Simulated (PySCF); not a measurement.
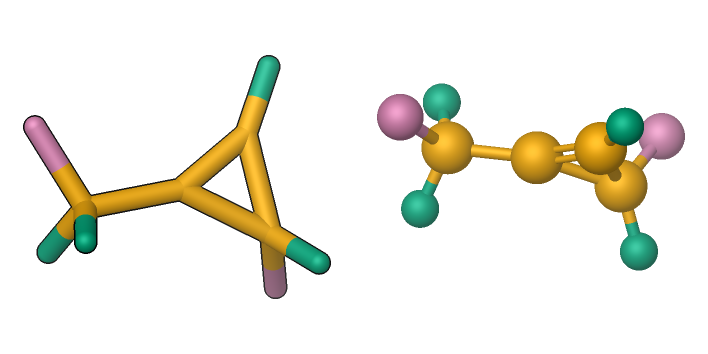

Two views of one molecule. Colours: fluorine pink, carbon orange, hydrogen teal.

The computed structure is the end point of a GFN2-xTB optimisation. No frequency run is at hand to confirm it as a minimum.

**Count the atoms of each element.**

C4H4F2, 10 atoms: 4 carbon, 4 hydrogen and 2 fluorine.

**How many atoms are distinct by symmetry?**

10: 1 F, 1 C, 1 C, 1 C, 1 C, 1 F, 1 H, 1 H, 1 H, 1 H.

**Count the bonded pairs by element.**

4 C–C, 4 C–H, 2 C–F.

**Write the SMILES.**

FCC1=C[C@@H]1F

The parts below concern this one geometry. Atoms keep their numbers from picture to picture.

### Geometry

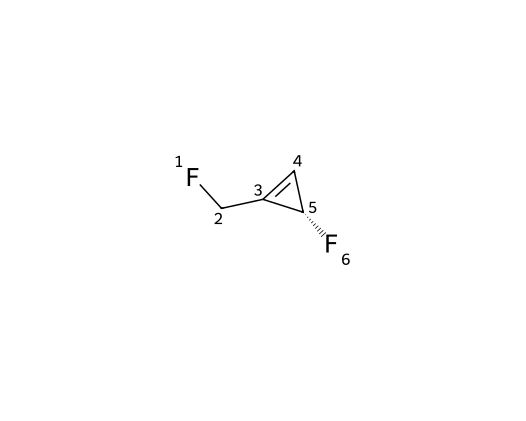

A structural formula, with wedges where it has stereocentres; small numbers name the atoms. The configuration is that of a computed structure (GFN2-xTB).

**What are the Cahn–Ingold–Prelog descriptors?**

C5: S.

### Charges

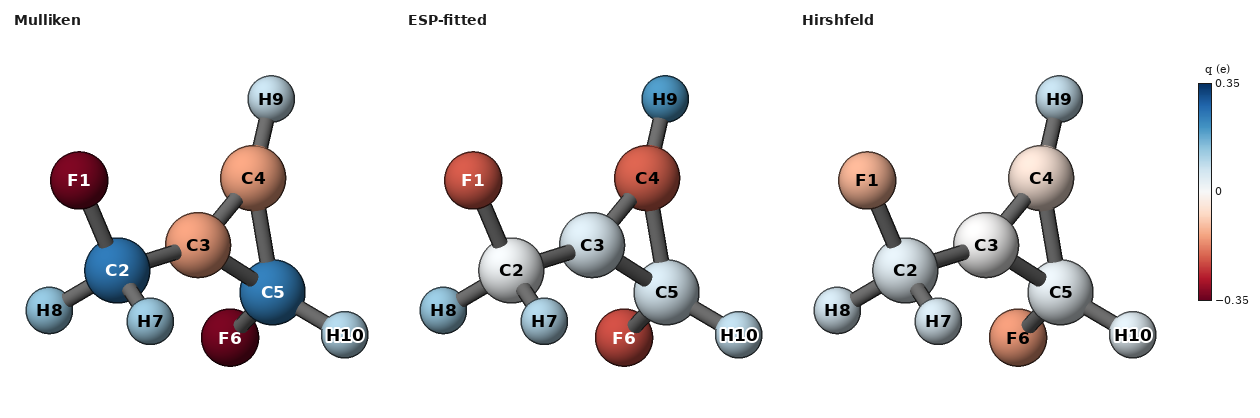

Atomic charges of one calculation by 3 schemes, on one colour scale. No frequency run is at hand to confirm it as a minimum. Method: PBE0/pcSseg-1 (PySCF 2.14.0).

**Which scheme gives the most polar picture (largest mean size of the charges)?**

The Mulliken charges are the largest in size here, and the Hirshfeld charges the smallest.

**On which atom do the schemes disagree most?**

On C2 (from 0.01 to 0.25 e).

List the charges (e), one line for each set of equivalent atoms.

| atom | Mulliken | ESP-fitted | Hirshfeld |
| --- | --- | --- | --- |
| F1 | −0.33 | −0.22 | −0.12 |
| C2 | 0.25 | 0.01 | 0.04 |
| C3 | −0.14 | 0.05 | 0.00 |
| C4 | −0.14 | −0.21 | −0.05 |
| C5 | 0.24 | 0.06 | 0.03 |
| F6 | −0.33 | −0.23 | −0.15 |
| H7 | 0.13 | 0.11 | 0.06 |
| H8 | 0.14 | 0.13 | 0.06 |
| H9 | 0.08 | 0.20 | 0.08 |
| H10 | 0.10 | 0.09 | 0.04 |

### Spin–spin coupling

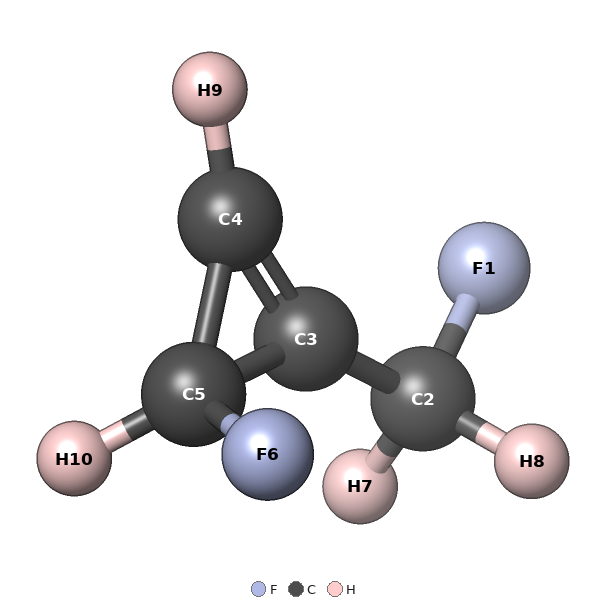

No frequency run is at hand to confirm it as a minimum. Method: B3LYP/pcJ-1 indirect spin-spin coupling, non-relativistic, gas phase (PySCF 2.14.0). Isotopes: 13C, 19F, 1H.

Give the spin–spin coupling constants of these pairs, with the number of bonds between them: C5/F6, F1/C3, C3/F6, F6/H10, F1/C5.

```json
{"pair": "C5, F6", "bonds apart": "1", "J (Hz)": "−306.0"}
{"pair": "F1, C3", "bonds apart": "2", "J (Hz)": "20.5"}
{"pair": "C3, F6", "bonds apart": "2", "J (Hz)": "16.1"}
{"pair": "F6, H10", "bonds apart": "2", "J (Hz)": "108.7"}
{"pair": "F1, C5", "bonds apart": "3", "J (Hz)": "11.5"}
```

Density functionals are unreliable for couplings to fluorine, so those rows may be far off.

### Ring current

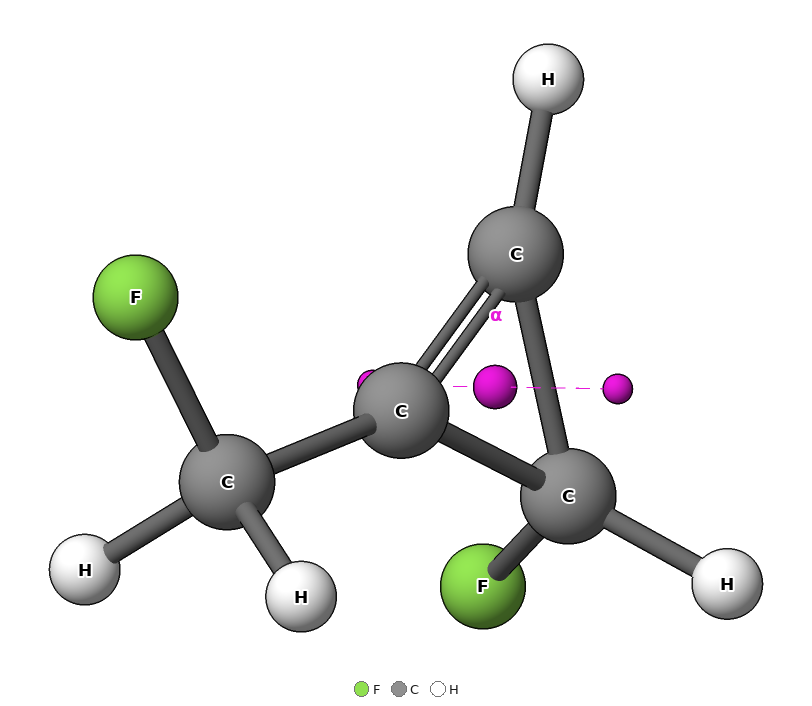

The small points mark where nucleus-independent chemical shifts (NICS) were computed: at the centre of each lettered ring and 1 Å above and below it. No frequency run is at hand to confirm it as a minimum. Level of theory: GIAO PBE0/pcSseg-1 NMR shielding, non-relativistic, gas phase (PySCF 2.14.0).

Give NICS(0), NICS(1) and the out-of-plane component NICS(1)zz for each ring (means of the two sides).

```tsv
ring	members	NICS(0)	NICS(1)	NICS(1)zz
α	C3	−29.6	−9.6	−18.4
```

Values in ppm.

Mulliken values depend strongly on the basis set and can even reverse the polarity of a bond.
